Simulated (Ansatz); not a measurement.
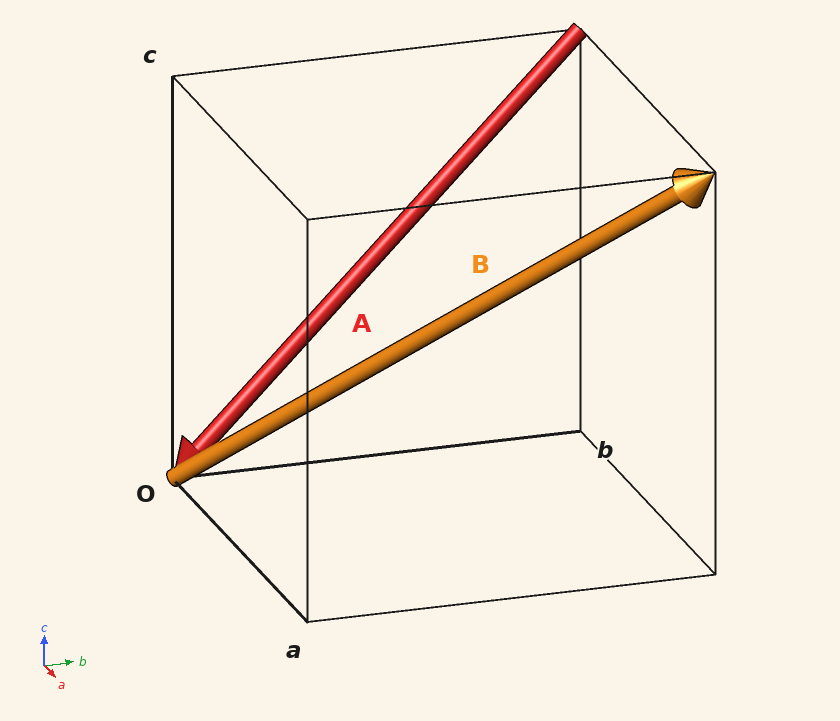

For C, a calculation's input that goes back to an entry of the Crystallography Open Database (an earlier step may have relaxed or displaced it): each arrow starts at a corner of the unit cell and ends on its surface; where a tip isn't a corner, dashed lines run from it parallel to the axes. Geometry calculated from the standardised cell; symmetry tolerance 0.002 Å.

a = 3.567 Å, b = 3.567 Å, c = 3.567 Å, α = 90.00°, β = 90.00°, γ = 90.00°.

### Which lattice directions are drawn?

Arrow A runs from (0, 1, 1) to (0, 0, 0), so [0 −1 −1]; Arrow B runs from (0, 0, 0) to (1, 1, 1), so [1 1 1].

### How long is the vector ua + vb + wc in each case, and what angles do the directions make?

A 5.044 Å; B 6.178 Å. A–B: 144.7°.
